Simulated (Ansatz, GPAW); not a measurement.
# STM contrast on a 8-layer slab of Sr(111), part 2 of 3

Aim: Tersoff-Hamann images of a 8-layer slab of Sr(111) at several biases.

GPAW 26.7.0 and Ansatz 0.2.0; Ansatz plane waves; slab in vacuum with a dipole correction, relaxation (the session's first sound run).

So far: Starting point; Relaxation.

### Step 2. Relaxation (continued)

The valence density, planar mean oscillates, so the rows of the table below give means over windows of 3.43 Å about each position, cut where the curve ends. Its maxima inside the range that stand out by 2 % of the span (Å: e/Å³): 7.0: 0.412, 10.6: 0.408, 14.0: 0.408, 17.6: 0.408, 21.0: 0.408, 24.4: 0.408, 28.0: 0.409, 31.3: 0.412. Its minima: 8.7: 0.0410, 12.3: 0.0410, 15.7: 0.0412, 19.3: 0.0420, 22.7: 0.0420, 26.3: 0.0416, 29.7: 0.0442.

Table of valence density, planar mean by z; means over each step:

```
z (Å)  valence density, planar mean (e/Å³)
 1.72                               1.4e-4
 5.15                               0.0737
 8.58                                0.173
12.01                                0.173
15.44                                0.174
18.87                                0.177
22.30                                0.178
25.73                                0.178
29.16                                0.186
32.59                                0.144
36.02                               4.4e-4
```

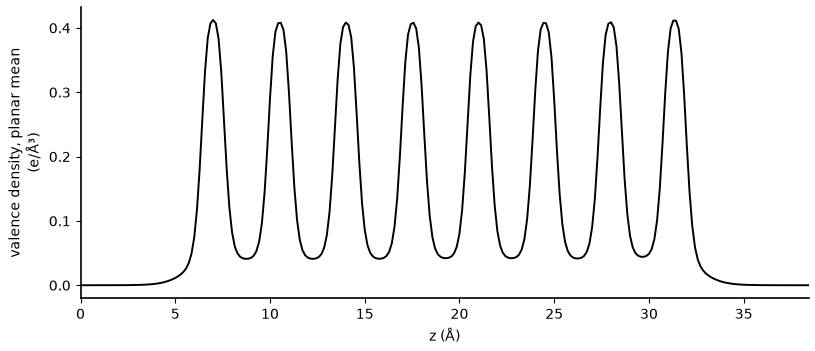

Valence density, planar mean, plotted against z.

The relaxation lowered the energy of the cell by 0.00552 eV.

### Step 3. The slab's potential

The work function is the vacuum plateau of the electrostatic potential less the Fermi level; a dipole layer lets the two faces have plateaus of their own.

This step: GPAW, PAW setups; slab in vacuum (GPAW 26.7.0).

Contents of run.py:

```python
import json
import numpy as np
from ase import Atoms
from ase.dft.stm import STM
from gpaw import GPAW, PW

slab = Atoms(
    ['Sr', 'Sr', 'Sr', 'Sr', 'Sr', 'Sr', 'Sr', 'Sr'],
    positions=[
        [4.29921, 2.48215, 7.00000],
        [0.00000, 0.00000, 10.51029],
        [2.14960, 1.24107, 14.02058],
        [4.29921, 2.48215, 17.53087],
        [-0.00000, -0.00000, 21.00924],
        [2.14960, 1.24107, 24.48537],
        [4.29921, 2.48215, 27.96436],
        [-0.00000, -0.00000, 31.35565]],
    cell=[[4.29921, 0.0, 0.0], [2.1496, 3.72322, 0.0], [0.0, 0.0, 38.57203]],
    pbc=[True, True, False])

slab.calc = GPAW(mode=PW(400), xc='PBE', kpts={'size': (9, 9, 1), 'gamma': True},
                 occupations={'name': 'fermi-dirac', 'width': 0.1}, nbands='140%',
                 convergence={'density': 1e-05}, maxiter=200,
                 poissonsolver={'dipolelayer': 'xy'},
                 symmetry={'tolerance': 1e-3}, txt='slab.txt')
result = {}
energy = slab.get_potential_energy()
fermi = slab.calc.get_fermi_level()
v = slab.calc.get_electrostatic_potential().mean((0, 1)) - fermi
n = slab.calc.get_pseudo_density().mean((0, 1))
L = slab.cell[2, 2]
z = np.arange(len(v)) * L / len(v)
low, high = slab.positions[:, 2].min(), slab.positions[:, 2].max()
below, above = np.interp([low - 4.8, high + 4.8], z, v)
slopes = [np.interp(x, z, np.gradient(v, z)) for x in (low - 4.8, high + 4.8)]
eps = np.array([[slab.calc.get_eigenvalues(k, s) for k in range(len(slab.calc.get_ibz_k_points()))]
                for s in range(slab.calc.get_number_of_spins())]) - fermi
top, bottom = eps[eps < 0].max(), eps[eps > 0].min()
dipole = slab.get_dipole_moment()[2]
print(f'energy {energy:.4f} eV, Fermi level {fermi:.4f} eV, dipole {dipole:.5f} e A')
print(f'potential 4.8 A off the faces, from the Fermi level: lower {below:.4f} eV, upper {above:.4f} eV')
print(f'slope of the potential there: lower {slopes[0]:.5f}, upper {slopes[1]:.5f} eV/A')
print(f'nearest levels on the mesh: {top:.4f} and {bottom:.4f} eV')
print('magnetic moment', round(slab.get_magnetic_moment(), 3))
result.update(energy=energy, fermi=fermi, dipole=dipole, below=below, above=above, slopes=slopes, edges=[top, bottom],
              z=z.tolist(), v=v.tolist(), n=n.tolist(), positions=slab.positions.tolist(),
              forces=slab.get_forces(apply_constraint=False).tolist(), moments=slab.get_magnetic_moments().tolist())

# Images need the states of the whole zone, up to time reversal
slab.calc = slab.calc.fixed_density(symmetry={'point_group': False}, txt='states.txt',
                                    convergence={'bands': 'CBM+0.8'})
stm = STM(slab)
result['stm'] = []
for bias in [-0.5, 0.5]:
    height = high + 4.0
    current = stm.get_averaged_current(bias, height)
    x, y, h = stm.scan(bias, current)
    i, f = divmod(height / L * stm.ldos.shape[2], 1)
    I = abs((1 - f) * stm.ldos[:, :, int(i)] + f * stm.ldos[:, :, int(i) + 1])
    print(f'bias {bias} V: mean current at 4.0 A {current:.4e}, corrugation {np.ptp(h):.4f} A')
    result['stm'].append(dict(bias=bias, current=current, h=(h - high).tolist(), I=I.tolist()))
json.dump(result, open('result.json', 'w'))
```

Run with:

```
$ OMP_NUM_THREADS=1 OPENBLAS_NUM_THREADS=1 python run.py
```

Numbers of over 12 decimals in the logs are rounded to 6 here.

The program printed:

```text
energy -12.6312 eV, Fermi level 1.8294 eV, dipole 0.00303 e A
potential 4.8 A off the faces, from the Fermi level: lower 2.7090 eV, upper 2.6747 eV
slope of the potential there: lower -0.00934, upper 0.00924 eV/A
nearest levels on the mesh: -0.0028 and 0.0200 eV
magnetic moment 0.0
bias -0.5 V: mean current at 4.0 A 4.0986e-05, corrugation 0.0257 A
bias 0.5 V: mean current at 4.0 A 4.4138e-04, corrugation 0.0595 A
```

It took 12 min on 1 thread of AMD EPYC 9R14 (Zen 4), shared host; peak memory 1 GiB.

Numbers from this step:

* dipole along the normal: 0.003026 e·Å
* levels nearest the Fermi level on the mesh: -0.002817, 0.02002 eV from the Fermi level
* upper work function: 2.675 eV
* corrugation -0.5: 0.02569 Å
* corrugation 0.5: 0.05945 Å

The electrostatic potential energy of an electron (without an applied field's), less the Fermi level, planar mean oscillates, so the rows of the table below give means over windows of 3.43 Å about each position, cut where the curve ends. Its maxima inside the range that stand out by 2 % of the span (Å: eV): 8.8: 1.67, 12.2: 1.66, 15.9: 1.66, 19.3: 1.63, 22.8: 1.60, 26.3: 1.60, 29.7: 1.47. Its minima: 7.0: -12.8, 10.5: -12.7, 14.0: -12.8, 17.6: -12.7, 21.0: -12.7, 24.5: -12.7, 28.0: -12.7, 31.4: -12.8.

The electrostatic potential energy of an electron (without an applied field's), less the Fermi level, planar mean by z; means over each step:

```
z (Å)  electrostatic potential energy of an electron (without an applied field's), less the Fermi level, planar mean (eV)
 1.72                                                                                                                2.71
 5.15                                                                                                              -0.206
 8.58                                                                                                               -3.26
12.01                                                                                                               -3.26
15.44                                                                                                               -3.29
18.87                                                                                                               -3.41
22.30                                                                                                               -3.45
25.73                                                                                                               -3.41
29.16                                                                                                               -3.64
32.59                                                                                                               -2.68
36.02                                                                                                                2.66
```

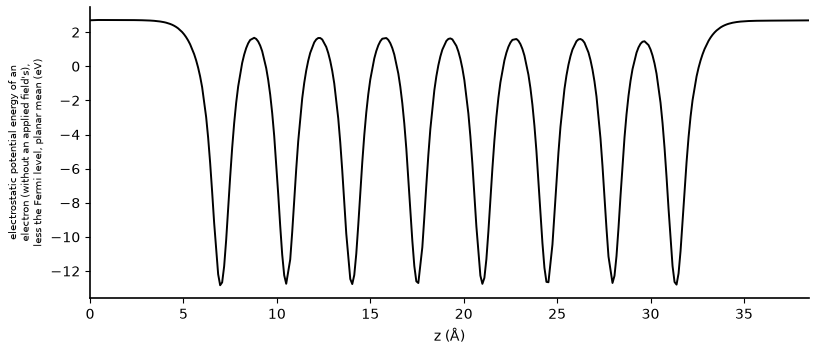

Electrostatic potential energy of an electron (without an applied field's), less the Fermi level, planar mean against z.

The pseudo valence density, planar mean oscillates, so the rows of the table below give means over windows of 3.43 Å about each position, cut where the curve ends. Its maxima inside the range that stand out by 2 % of the span (Å: e/Å³): 7.1: 0.477, 10.5: 0.481, 13.9: 0.469, 17.6: 0.479, 21.0: 0.481, 24.4: 0.477, 27.9: 0.466, 31.3: 0.478. Its minima: 8.8: 0.0410, 12.2: 0.0411, 15.9: 0.0413, 19.3: 0.0420, 22.7: 0.0420, 26.1: 0.0417, 29.6: 0.0443.

Table of pseudo valence density, planar mean by z; means over each step:

```
z (Å)  pseudo valence density, planar mean (e/Å³)
 1.72                                      1.5e-4
 5.15                                      0.0715
 8.58                                       0.173
12.01                                       0.173
15.44                                       0.174
18.87                                       0.178
22.30                                       0.178
25.73                                       0.178
29.16                                       0.185
32.59                                       0.146
36.02                                      4.4e-4
```

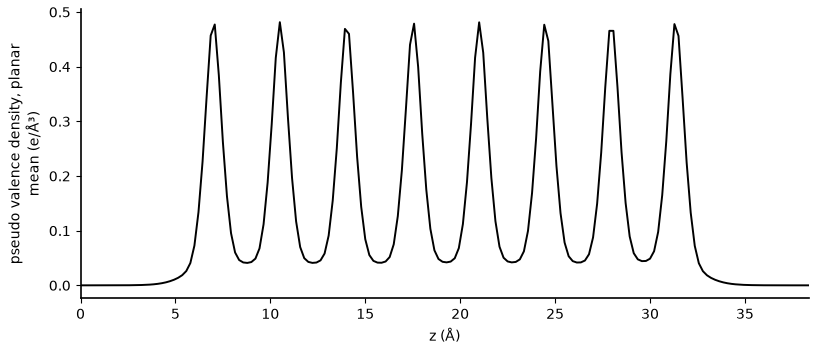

Pseudo valence density, planar mean against z.

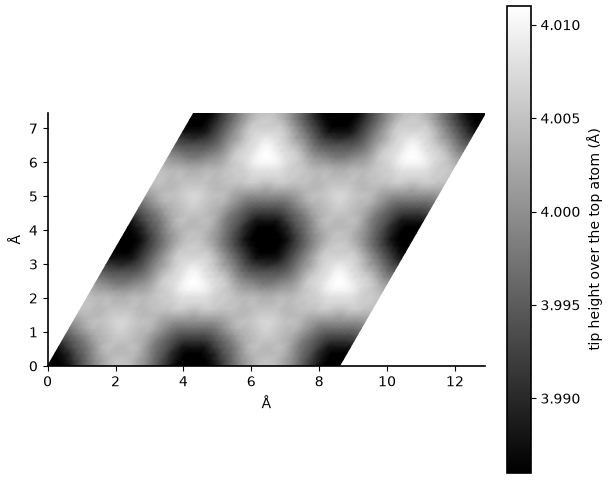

Tip height over the top atom over a1 and a2. Sample bias -0.5 V, constant current at the mean current 4.0 Å over the top atom. The cell is repeated, with its origin at the lower left corner.

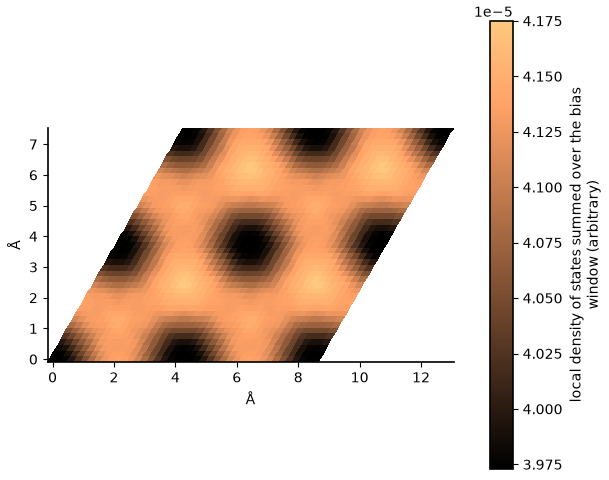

Local density of states summed over the bias window over a1 and a2. Sample bias -0.5 V, constant height 4.0 Å over the top atom. The cell is repeated, with its origin at the lower left corner.

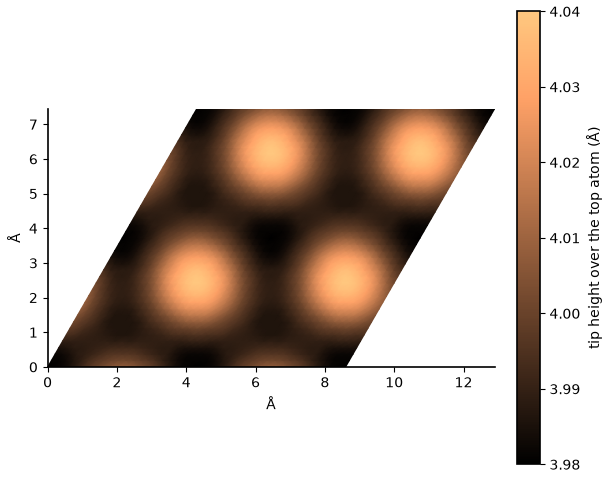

Tip height over the top atom over a1 and a2. Sample bias 0.5 V, constant current at the mean current 4.0 Å over the top atom. The cell is repeated, with its origin at the lower left corner.

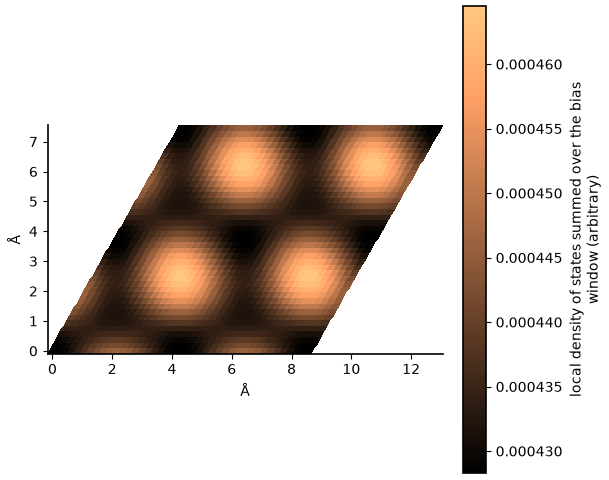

Local density of states summed over the bias window over a1 and a2. Sample bias 0.5 V, constant height 4.0 Å over the top atom. The cell is repeated, with its origin at the lower left corner.

Force by atom:

```
atom  x (eV/Å)  y (eV/Å)  z (eV/Å)    size
 Sr1    0.0000    0.0000    0.0702  0.0702
 Sr2    0.0000    0.0000   -0.0516  0.0516
 Sr3    0.0000    0.0000   -0.0022  0.0022
 Sr4    0.0000    0.0000   -0.0231  0.0231
 Sr5    0.0000    0.0000   -0.0011  0.0011
 Sr6    0.0000    0.0000    0.0037  0.0037
 Sr7    0.0000    0.0000   -0.0106  0.0106
 Sr8    0.0000    0.0000    0.0148  0.0148
```

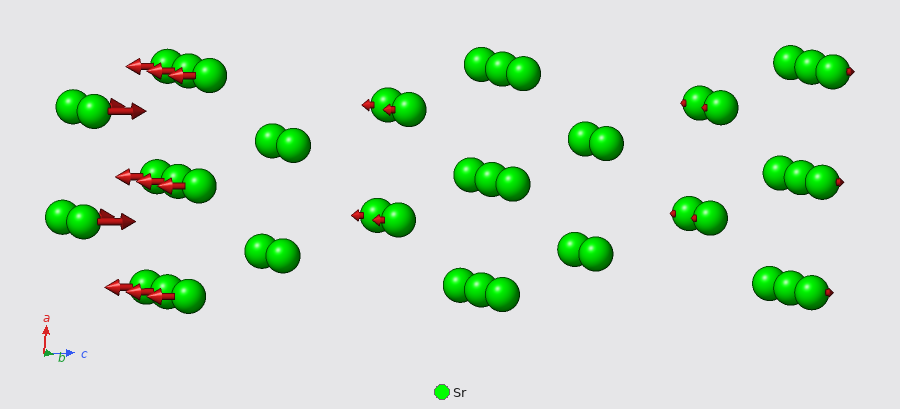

Force as arrows, the longest 0.0702 eV/Å. 2×2×1 cells are drawn. Some periodic images of atoms are drawn too.

The potential is flat to 0.009 eV/Å where it is read, so the vacuum is wide enough. The geometry is the other program's minimum; here the largest force on a free atom is 0.015 eV/Å.

(Continued in part 3 of 3.)

[Logs are printed without paths, hosts, clocks, repeated set-up lines and the standing remarks that a program may print on its own settings, such as how far it seeks lower states.]

[Hosts, paths, dates, database ids (printed as entryN), source tags and the programs' standing remarks are cut or masked in the printed files.]
